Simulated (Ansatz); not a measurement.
# CH2ClF (chlorofluoromethane) at r2SCAN0/STO-3G

Aim: the vertical ionisation energy of CH2ClF (chlorofluoromethane) at r2SCAN0/STO-3G, from 2 runs. 

The results are computed with Ansatz 0.2.0.

70 further runs of the same task are left out: 2 that didn't finish, 68 set aside as unsound or not needed.

### 1 The structure to begin with

The species is CH2ClF (5 atoms), meant as a singlet with charge 0. SMILES: `FCCl`. Geometry: relaxed at PBE0-D4/def2-TZVP.

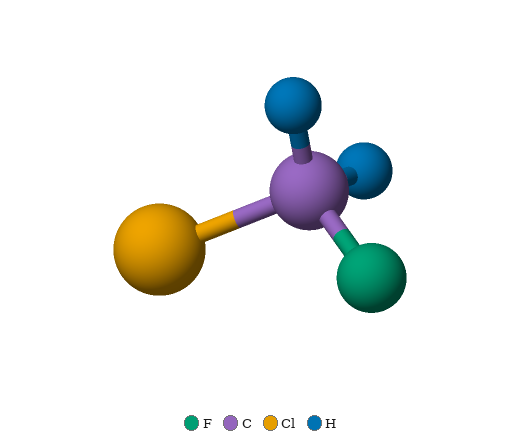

The structure, seen from a chosen angle (fluorine teal, carbon purple, chlorine amber, hydrogen blue).

### 2 A single-point energy at r2SCAN0/STO-3G

Input file job.yaml:

```yaml
crystal:
  periodic: [false, false, false]
  atoms:
    - symbol: F
      position_ang: [-0.970450, 0.560520, 0.766500]
    - symbol: C
      position_ang: [0.083560, 0.089320, 0.058070]
    - symbol: Cl
      position_ang: [-0.422970, -1.232890, -0.998060]
    - symbol: H
      position_ang: [0.832130, -0.302600, 0.745580]
    - symbol: H
      position_ang: [0.477720, 0.885670, -0.572080]
basis:
  gaussian:
    orbitals: STO-3G
hamiltonian:
  xc: {name: r2SCAN0}
accuracy: high
```

Run with:

```
$ ansatz run job.yaml --threads 1 --pin off --max-ram 3480MiB --events-out events.jsonl --progress --plain --runs-dir runs
```

Output:

```text
Warning: RAYON_NUM_THREADS=1 ignored (pool sized by the plan → 1); use --threads N
Functional definition: r2SCAN0
  name "r2SCAN0"
  parameter a = 0.25
  parameter k0 = 0.174
  parameter k1 = 0.065
  parameter a1 = 4.9479
  exchange = (1 - a)*r2scan_x(k0 = k0, k1 = k1, a1 = a1) + a*exact_x
  correlation = r2scan_c
375 factors; integrals over basis functions are off by at most 3.5e-8 eV
mean field evaluation 1: about -16117.1286 eV, gradient 2.2e1 eV
mean field evaluation 2: about -16117.3888 eV, gradient 2.2e1 eV
mean field evaluation 4: about -16118.7738 eV, gradient 2.4e-1 eV
mean field evaluation 8: about -16118.7771 eV, gradient 2.4e-3 eV
mean field -16118.77710993 eV, -592.3541330903 hartree, gradient 5.1e-8 eV, S^2 0.000000; 0 other end points of the search recorded, 0 dependent functions left out
reference -16118.77711015 eV, -592.3541330985 hartree; 17, 17 occupied and 4, 4 virtual orbitals, 375 factors
Total energy: -16118.77711015 eV, -592.3541330985 hartree
```

It took 2.7 s on 1 thread of Arm Neoverse V1, shared host; peak memory 0.14 GiB.

### 3 The doublet cation at the same level

Input file run.yaml:

```yaml
crystal:
  periodic: [false, false, false]
  atoms:
    - {symbol: F, position_ang: [-0.970450, 0.560520, 0.766500]}
    - {symbol: C, position_ang: [0.083560, 0.089320, 0.058070]}
    - {symbol: Cl, position_ang: [-0.422970, -1.232890, -0.998060]}
    - {symbol: H, position_ang: [0.832130, -0.302600, 0.745580]}
    - {symbol: H, position_ang: [0.477720, 0.885670, -0.572080]}
basis:
  gaussian: {orbitals: STO-3G}
total_charge: 1
magnetization: {spin_polarized: true, initial_magnetization: 1}
hamiltonian: {xc: {name: r2SCAN0}}
accuracy: high
```

Run with:

```
$ ansatz run run.yaml --threads 1 --pin off --max-ram 3480MiB --events-out events.jsonl --progress --plain --runs-dir runs
```

Output:

```text
Warning: RAYON_NUM_THREADS=1 ignored (pool sized by the plan → 1); use --threads N
Functional definition: r2SCAN0
  name "r2SCAN0"
  parameter a = 0.25
  parameter k0 = 0.174
  parameter k1 = 0.065
  parameter a1 = 4.9479
  exchange = (1 - a)*r2scan_x(k0 = k0, k1 = k1, a1 = a1) + a*exact_x
  correlation = r2scan_c
375 factors; integrals over basis functions are off by at most 3.5e-8 eV
mean field evaluation 1: about -16106.3768 eV, gradient 1.7e1 eV
mean field evaluation 2: about -16098.6282 eV, gradient 4.1e1 eV
mean field evaluation 4: about -16108.4631 eV, gradient 4.4e0 eV
mean field evaluation 8: about -16108.6056 eV, gradient 5.9e-2 eV
mean field evaluation 16: about -16108.6056 eV, gradient 1.3e-5 eV
mean field evaluation 32: about -16108.6056 eV, gradient 6.2e-8 eV
mean field -16108.60558487 eV, -591.9803364390 hartree, gradient 6.2e-8 eV, S^2 0.751516; 2 other end points of the search recorded, 0 dependent functions left out
reference -16108.60558530 eV, -591.9803364548 hartree; 17, 16 occupied and 4, 5 virtual orbitals, 375 factors
Total energy: -16108.60558530 eV, -591.9803364548 hartree
```

It took 6.9 s on 1 thread of Arm Neoverse V1, shared host; peak memory 0.23 GiB.

### 4 Outcome

At r2SCAN0/STO-3G:

| quantity | value |
| --- | --- |
| singlet CH2ClF: total energy | -592.35413 Eh |
| doublet cation: total energy | -591.98034 Eh |
| doublet cation: ⟨S²⟩ | 0.752 |
| vertical ionisation energy (to the doublet cation) | 10.172 eV |

In words: Removing an electron at fixed nuclei costs 10.17 eV (981 kJ/mol). In a minimal basis such a difference can be off by several eV, whatever the method.
